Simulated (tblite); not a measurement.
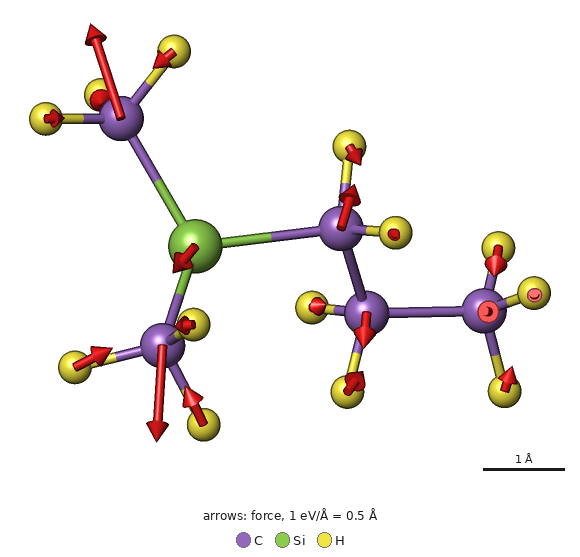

Starting geometry of C5H13Si (multiplicity 2) with the computed forces as red arrows. A ball-and-stick model, seen at a tilt.

These are results of GFN2-xTB geometry optimisation, gas phase in tblite, not measurements. 

Q: What follows when this structure is relaxed?

A: It isn't relaxed: the largest force vector, on a C atom, is 2.71 eV/Å. The final displacements have little in common with the starting forces (cosine between the two patterns 0.16). The largest moves after the best rigid fit, 0.90 Å, are those of H atoms. Largest moves by element: H 0.90 Å, C 0.49 Å, Si 0.37 Å. Some distances before and after: C–Si 1.832 → 1.908 Å, C–Si 1.853 → 1.914 Å, C–H 1.138 → 1.085 Å, C–H 1.114 → 1.092 Å. Bond angles that change, for instance: C–C–Si 104.8° → 113.5°, Si–C–H 116.3° → 109.3°, C–Si–C 116.4° → 110.1°. Groups turn about C–Si by about 35°, C–Si by about 35°, C–C by about 20°. The energy falls by 62.8 kJ/mol in 135 geometry steps. Cost: 0.78 s on 1 thread of Arm Neoverse V2 (shared host).
